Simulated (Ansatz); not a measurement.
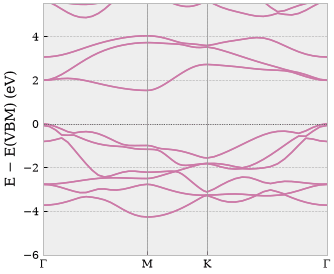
Figure: Band structure from the program Ansatz at the r²SCAN+D4 with spin–orbit coupling level (PAW)

Problem. Read off the gap and where the band edges lie.

Solution. About 1.5 eV (1.53 eV by a search for the band edges); maximum at Γ, minimum at M.

The material is monolayer ZrS$_{2}$ (1T, P-3m1 in the vacuum cell, 3 atoms).

A layer that has been made, often on a substrate. The cell was relaxed with r²SCAN+D4 under the symmetry of its start; whether a distortion lowers the energy is not shown. The run is not spin-polarised.

Potentials: the later of the program's two PAW sets.
